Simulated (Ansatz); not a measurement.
# CHClGa (quartet): wave-function methods side by side, cc-pVDZ

How much of the correlation energy of CHClGa (quartet) does each wave-function method recover here?

Method: cc-pVDZ, core rule «outside noble gas», up to 20 orbitals frozen; program: Ansatz 0.2.0, Gaussian basis.

To be run: UHF; CCSD(T) on ROHF; CCSD(T) on UHF; BCCD(T) on ROHF; CISD; CCSDT(Q) on ROHF; CCSDT(Q) on UHF.

23 further runs of the same task are left out: 13 that didn't finish, 10 set aside as unsound or not needed.

### 1 The geometry

The geometry is a PBE0/def2-TZVP stationary point (not a proven minimum). No spin-orbit coupling is included. The filled d shell of Ga may be among the frozen orbitals whatever the setting's name suggests; the logs give the count.

4 atoms, charge 0, spin multiplicity 4.

Atoms are counted from 1 here; the program's logs count them from 0.

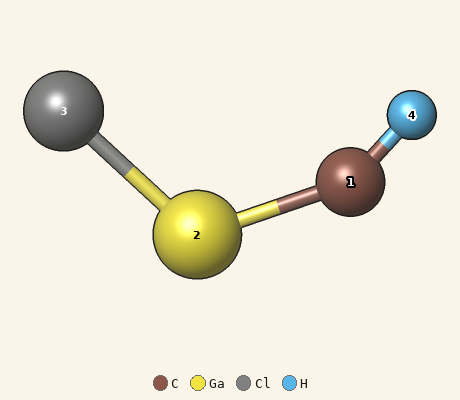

The structure; carbon brown, gallium yellow, chlorine grey, hydrogen blue; atoms are numbered from 1 in the order of the file.

In the tables R marks a restricted open-shell determinant and U an unrestricted one; energies count from the table's Hartree-Fock row.

### 2 UHF

The input, in.yaml:

```yaml
crystal:
  periodic: [false, false, false]
  atoms:
    - {symbol: C, position_ang: [0.000000, -0.932795, 1.886850]}
    - {symbol: Ga, position_ang: [0.000000, 0.371055, 0.454194]}
    - {symbol: Cl, position_ang: [0.000000, -0.357987, -1.596247]}
    - {symbol: H, position_ang: [0.000000, -1.960282, 2.243752]}
basis:
  gaussian: {orbitals: cc-pVDZ}
magnetization: {spin_polarized: true, initial_magnetization: 3}
hamiltonian: {xc: hf}
output: {orbitals: {seedname: orbitals}}
```

The run is started by

```
$ ansatz run in.yaml --threads 1 --pin off --events-out ev --progress --plain --max-ram 2393MiB
```

Log:

```text
Functional definition: HF
  name "HF"
  cite "Fock, Z. Phys. 61, 126 (1930) doi:10.1007/BF01340294"
  parent pbe
  exchange = exact_x
  correlation = 0
695 factors; integrals over basis functions are off by at most 6.3e-4 eV
mean field evaluation 1: about -65880.5212 eV, gradient 1.2e1 eV
mean field evaluation 2: about -65880.5501 eV, gradient 1.2e1 eV
mean field evaluation 4: about -65882.1167 eV, gradient 2.2e0 eV
mean field evaluation 8: about -65882.2186 eV, gradient 3.0e-1 eV
mean field evaluation 16: about -65859.6495 eV, gradient 2.7e1 eV
mean field -65882.22108781 eV, -2421.1269684038 hartree, gradient 1.5e-5 eV, S^2 3.776174; 1 other end points of the search recorded, 0 dependent functions left out
reference -65882.22108781 eV, -2421.1269684038 hartree; 29, 26 occupied and 35, 38 virtual orbitals, 695 factors
Total energy: -65882.22108781 eV, -2421.1269684038 hartree
```

Run time: 1.3 s. Hardware: 1 thread of Arm Neoverse V2, shared host.

From the report: ⟨S²⟩ of the determinant 3.776 (pure quartet: 3.75).

### 3 CCSD(T) on ROHF

Edit in.yaml of step 2 so:

```diff
@@ -9,4 +9,3 @@
   gaussian: {orbitals: cc-pVDZ}
-magnetization: {spin_polarized: true, initial_magnetization: 3}
-hamiltonian: {xc: hf}
-output: {orbitals: {seedname: orbitals}}
+magnetization: {spin_polarized: false, initial_magnetization: 3}
+correlation: {method: ccsd_t, electrons: outside_noble_gas}
```

The command is unchanged.

Log, cut to the lines that bear on the results:

```text
Functional definition: HF
  name "HF"
  cite "Fock, Z. Phys. 61, 126 (1930) doi:10.1007/BF01340294"
  parent pbe
[...]
695 factors; integrals over basis functions are off by at most 6.3e-4 eV
[...]
mean field -65881.98894757 eV, -2421.1184374073 hartree, gradient 2.6e-6 eV, S^2 3.750000; 0 other end points of the search recorded, 0 dependent functions left out
[...]
20 core orbitals not correlated: weight in the atoms' cores, before any rotation towards them, 0.987 or more for the frozen orbitals, at most 0.014 for the correlated occupied ones
reference -65881.98894757 eV, -2421.1184374073 hartree; 9, 6 occupied and 35, 38 virtual orbitals, 695 factors
second order -7.03976743 eV of doubles, -0.12252220 eV of singles
cycle   1  -7.83127635 eV  change   -6.7e-1 eV  update   6.7e-2
[...]
cycle  10  -8.08654921 eV  change    7.1e-6 eV  update   1.8e-5
perturbative correction -0.19301180 eV, -0.0070930528 hartree
Total energy: -65890.26850858 eV, -2421.4227056623 hartree
```

Run time: 2.6 s. Hardware: 1 thread of Arm Neoverse V2, shared host.

From the report: correlation -8.2796 eV; T1 0.022; largest double amplitude 0.03.

### 4 CCSD(T) on UHF

Edit in.yaml of step 3 so:

```diff
@@ -9,3 +9,3 @@
   gaussian: {orbitals: cc-pVDZ}
-magnetization: {spin_polarized: false, initial_magnetization: 3}
+magnetization: {spin_polarized: true, initial_magnetization: 3}
 correlation: {method: ccsd_t, electrons: outside_noble_gas}
```

Launched as before.

Log, cut to the lines that bear on the results:

```text
Functional definition: HF
  name "HF"
  cite "Fock, Z. Phys. 61, 126 (1930) doi:10.1007/BF01340294"
  parent pbe
[...]
695 factors; integrals over basis functions are off by at most 6.3e-4 eV
[...]
mean field -65882.22108781 eV, -2421.1269684038 hartree, gradient 3.0e-6 eV, S^2 3.776174; 0 other end points of the search recorded, 0 dependent functions left out
20 core orbitals not correlated: weight in the atoms' cores, before any rotation towards them, 0.987 or more for the frozen orbitals, at most 0.015 for the correlated occupied ones
reference -65882.22108781 eV, -2421.1269684038 hartree; 9, 6 occupied and 35, 38 virtual orbitals, 695 factors
second order -6.93291907 eV of doubles, -0.00000000 eV of singles
cycle   1  -7.59891416 eV  change   -6.7e-1 eV  update   6.7e-2
[...]
cycle  11  -7.86790815 eV  change   -1.7e-6 eV  update   7.8e-6
perturbative correction -0.18770677 eV, -0.0068980967 hartree
Total energy: -65890.27670274 eV, -2421.4230067921 hartree
```

Run time: 2.5 s. Hardware: 1 thread of Arm Neoverse V2, shared host.

From the report: ⟨S²⟩ of the determinant 3.776 (pure quartet: 3.75); correlation -8.0556 eV; T1 0.017; largest double amplitude 0.03.

### 5 BCCD(T) on ROHF

Edit in.yaml of step 4 so:

```diff
@@ -9,3 +9,3 @@
   gaussian: {orbitals: cc-pVDZ}
-magnetization: {spin_polarized: true, initial_magnetization: 3}
-correlation: {method: ccsd_t, electrons: outside_noble_gas}
+magnetization: {spin_polarized: false, initial_magnetization: 3}
+correlation: {method: bccd_t, electrons: outside_noble_gas}
```

The command is unchanged.

Log, cut to the lines that bear on the results:

```text
Functional definition: HF
  name "HF"
  cite "Fock, Z. Phys. 61, 126 (1930) doi:10.1007/BF01340294"
  parent pbe
[...]
695 factors; integrals over basis functions are off by at most 6.3e-4 eV
[...]
mean field -65881.98894757 eV, -2421.1184374073 hartree, gradient 2.6e-6 eV, S^2 3.750000; 0 other end points of the search recorded, 0 dependent functions left out
[...]
20 core orbitals not correlated: weight in the atoms' cores, before any rotation towards them, 0.987 or more for the frozen orbitals, at most 0.014 for the correlated occupied ones
reference -65881.98894757 eV, -2421.1184374073 hartree; 9, 6 occupied and 35, 38 virtual orbitals, 695 factors
second order -7.03976743 eV of doubles, -0.12252220 eV of singles
cycle   1  -7.85818878 eV  change   -6.9e-1 eV  update   6.7e-2
[...]
cycle  11  -8.08051090 eV  change   -4.0e-6 eV  update   9.2e-6
perturbative correction -0.19969921 eV, -0.0073388108 hartree
Total energy: -65890.26915769 eV, -2421.4227295165 hartree
```

Wall time 3.1 s (1 thread of Arm Neoverse V2, shared host).

From the report: correlation -8.2802 eV; largest double amplitude 0.03.

### 6 CISD

Edit in.yaml of step 5 so:

```diff
@@ -10,2 +10,2 @@
 magnetization: {spin_polarized: false, initial_magnetization: 3}
-correlation: {method: bccd_t, electrons: outside_noble_gas}
+correlation: {active_space: {ras: {orbitals: [6, 3, 35], electrons: 15, max_holes: 2, max_particles: 2}, fixed_orbitals: true}}
```

The command is unchanged.

Log:

```text
Functional definition: HF
  name "HF"
  cite "Fock, Z. Phys. 61, 126 (1930) doi:10.1007/BF01340294"
  parent pbe
  exchange = exact_x
  correlation = 0
695 factors; integrals over basis functions are off by at most 6.3e-4 eV
mean field evaluation 1: about -65880.5380 eV, gradient 1.4e1 eV
mean field evaluation 2: about -65880.5616 eV, gradient 1.4e1 eV
mean field evaluation 4: about -65881.9409 eV, gradient 1.9e0 eV
mean field evaluation 8: about -65881.9880 eV, gradient 2.2e-1 eV
mean field evaluation 16: about -65881.9889 eV, gradient 2.6e-6 eV
mean field -65881.98894757 eV, -2421.1184374073 hartree, gradient 2.6e-6 eV, S^2 3.750000; 0 other end points of the search recorded, 0 dependent functions left out
reference -65881.98894757 eV, -2421.1184374073 hartree; 29, 26 occupied and 35, 38 virtual orbitals, 695 factors
state -65889.32753035 eV, -2421.3881253499 hartree
Total energy: -65889.32753035 eV, -2421.3881253499 hartree
```

It took 34 s on 1 thread of Arm Neoverse V2, shared host.

From the report: 293,138 determinants.

### 7 CCSDT(Q) on ROHF

Edit in.yaml of step 6 so:

```diff
@@ -10,2 +10,2 @@
 magnetization: {spin_polarized: false, initial_magnetization: 3}
-correlation: {active_space: {ras: {orbitals: [6, 3, 35], electrons: 15, max_holes: 2, max_particles: 2}, fixed_orbitals: true}}
+correlation: {method: ccsdt_q, electrons: outside_noble_gas}
```

Same command.

Log, cut to the lines that bear on the results:

```text
Functional definition: HF
  name "HF"
  cite "Fock, Z. Phys. 61, 126 (1930) doi:10.1007/BF01340294"
  parent pbe
[...]
1255 factors; integrals over basis functions are off by at most 1.7e-7 eV
[...]
mean field -65881.98923686 eV, -2421.1184480384 hartree, gradient 2.3e-6 eV, S^2 3.750000; 0 other end points of the search recorded, 0 dependent functions left out
20 core orbitals not correlated: weight in the atoms' cores, before any rotation towards them, 0.987 or more for the frozen orbitals, at most 0.014 for the correlated occupied ones
reference -65881.98923686 eV, -2421.1184480384 hartree; 9, 6 occupied and 35, 38 virtual orbitals, 1255 factors
second order -7.03978937 eV of doubles, -0.12252229 eV of singles
cycle   1  -7.83129459 eV  change   -6.7e-1 eV  update   7.7e-2
[...]
cycle  17  -8.30962469 eV  change   -7.4e-7 eV  update   1.7e-6
perturbative correction -0.01561398 eV, -0.0005738033 hartree
Total energy: -65890.31447554 eV, -2421.4243949168 hartree
```

It took 75 s on 1 thread of Arm Neoverse V2, shared host; peak memory 1 GiB.

From the report: correlation -8.3252 eV; T1 0.023; largest double amplitude 0.04.

### 8 CCSDT(Q) on UHF

Edit in.yaml of step 7 so:

```diff
@@ -9,3 +9,3 @@
   gaussian: {orbitals: cc-pVDZ}
-magnetization: {spin_polarized: false, initial_magnetization: 3}
+magnetization: {spin_polarized: true, initial_magnetization: 3}
 correlation: {method: ccsdt_q, electrons: outside_noble_gas}
```

Same command.

Log, cut to the lines that bear on the results:

```text
Functional definition: HF
  name "HF"
  cite "Fock, Z. Phys. 61, 126 (1930) doi:10.1007/BF01340294"
  parent pbe
[...]
1255 factors; integrals over basis functions are off by at most 1.7e-7 eV
[...]
mean field -65882.22137750 eV, -2421.1269790495 hartree, gradient 3.1e-6 eV, S^2 3.776174; 0 other end points of the search recorded, 0 dependent functions left out
20 core orbitals not correlated: weight in the atoms' cores, before any rotation towards them, 0.987 or more for the frozen orbitals, at most 0.015 for the correlated occupied ones
reference -65882.22137750 eV, -2421.1269790495 hartree; 9, 6 occupied and 35, 38 virtual orbitals, 1255 factors
second order -6.93293985 eV of doubles, -0.00000000 eV of singles
cycle   1  -7.59893190 eV  change   -6.7e-1 eV  update   7.7e-2
[...]
cycle  17  -8.08635686 eV  change   -8.8e-7 eV  update   1.8e-6
perturbative correction -0.01660071 eV, -0.0006100649 hartree
Total energy: -65890.32433507 eV, -2421.4247572478 hartree
```

Wall time 61 s (1 thread of Arm Neoverse V2, shared host); peak memory 0.76 GiB.

From the report: ⟨S²⟩ of the determinant 3.776 (pure quartet: 3.75); correlation -8.1030 eV; T1 0.018; largest double amplitude 0.04.

### 9 All levels against the top one

The yardstick is UCCSDT(Q), where the cluster series has nearly closed. Rows without a time come out of other runs: HF, MP2 and CCSD of CCSD(T), CCSDT of CCSDT(Q).

Differences are taken before rounding.

| method | energy from the lowest RHF (kJ/mol) | from UCCSDT(Q) (kJ/mol) | time |
| --- | --- | --- | --- |
| RHF | 0.0 | +804.2 |  |
| UHF | -22.4 | +781.8 |  |
| RMP2 | -691.1 | +113.2 |  |
| UMP2 | -691.3 | +112.9 |  |
| RCCSD | -780.2 | +24.0 |  |
| UCCSD | -781.5 | +22.7 |  |
| RCCSD(T) | -798.9 | +5.4 | 2.6 s |
| UCCSD(T) | -799.6 | +4.6 | 2.5 s |
| BCCD(T) | -798.9 | +5.3 | 3.1 s |
| RCCSDT | -801.8 | +2.5 |  |
| UCCSDT | -802.6 | +1.6 |  |
| RCCSDT(Q) | -803.3 | +1.0 | 75 s |
| UCCSDT(Q) | -804.2 | 0 | 61 s |

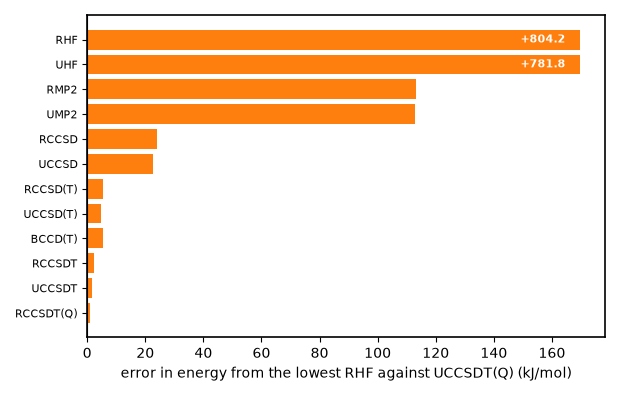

How far each level lands from UCCSDT(Q). Bars with a number in them are cut short.

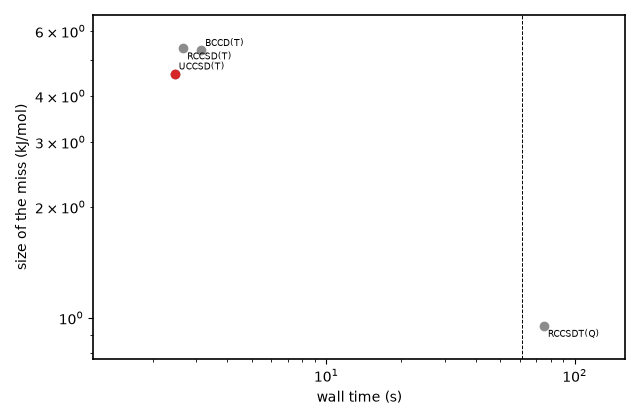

Miss against cost. Red marks the levels that no quicker level drawn beats (of those quicker than the yardstick), and the dashed line is the time of UCCSDT(Q). Times are from a shared host.

Not comparable, so not listed: CISD (they don't share determinant, frozen orbitals or solution with the rows shown, or repeat one).

With the free atoms at the same levels and basis (separate runs), the atomisation energy is 8.954 eV at UCCSDT(Q), 8.928 eV at RCCSD(T), 8.931 eV at UCCSD(T), 7.625 eV at RHF.

### 10 Results

```
                         quantity                      value
   UCCSDT(Q) below the RHF energy                 -8.3354 eV
              RMP2 from UCCSDT(Q)              +113.2 kJ/mol
              UMP2 from UCCSDT(Q)              +112.9 kJ/mol
             RCCSD from UCCSDT(Q)               +24.0 kJ/mol
          RCCSD(T) from UCCSDT(Q)                +5.4 kJ/mol
          UCCSD(T) from UCCSDT(Q)                +4.6 kJ/mol
         RCCSDT(Q) from UCCSDT(Q)                +1.0 kJ/mol
levels within 1 kcal/mol (43 meV)  RCCSDT, UCCSDT, RCCSDT(Q)
                    T1 diagnostic                      0.022
```

What this shows: RCCSD(T) lands +5.4 kJ/mol from the yardstick (0.7 % of the correlation energy). These misses are within one basis, not against nature; the frozen cores of restricted and unrestricted runs differ, which can shift their rows.

For cost: UCCSD(T) gets within 4.6 kJ/mol in 2.5 s, where UCCSDT(Q) took 61 s.
